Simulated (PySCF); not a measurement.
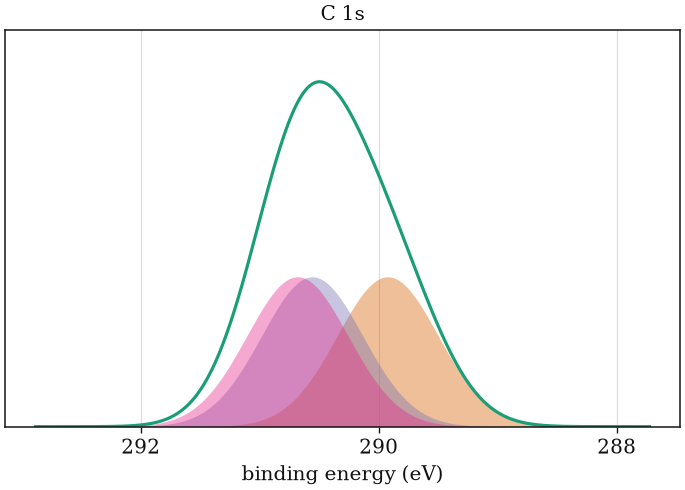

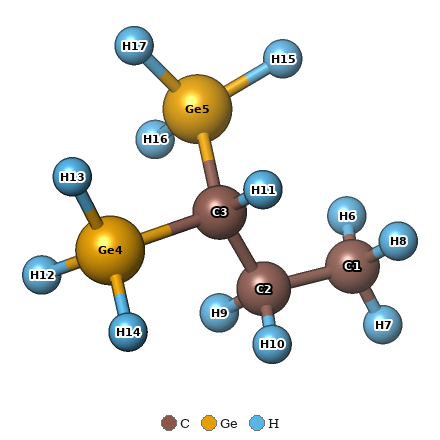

Simulated XPS of C₃H₁₂Ge₂, SMILES CC[CH]([GeH3])[GeH3], singlet. Vertical core-electron binding energies by ΔSCF (SCAN, pcX-2 on the ionised atom, pcseg-1 elsewhere, spin-free X2C; PySCF 2.14.0, at a PBE0-D3(BJ)/def2-SVP geometry (no frequency check)), gas phase, against the vacuum level. One atom of each kind was ionised; within a panel, areas follow the number of like atoms, Gaussians of 1.0 eV full width. Only the regions named are shown. Lines closer than the width merge in the curve.

### Assign the components.

```
level  atoms  binding energy (eV)
 C 1s     C2                290.7
 C 1s     C1                290.6
 C 1s     C3                289.9
```

### How large is the chemical shift across the C 1s region?

0.8 eV, from C3 at 289.9 eV to C2 at 290.7 eV.

Caveats: one conformer of a flexible molecule.
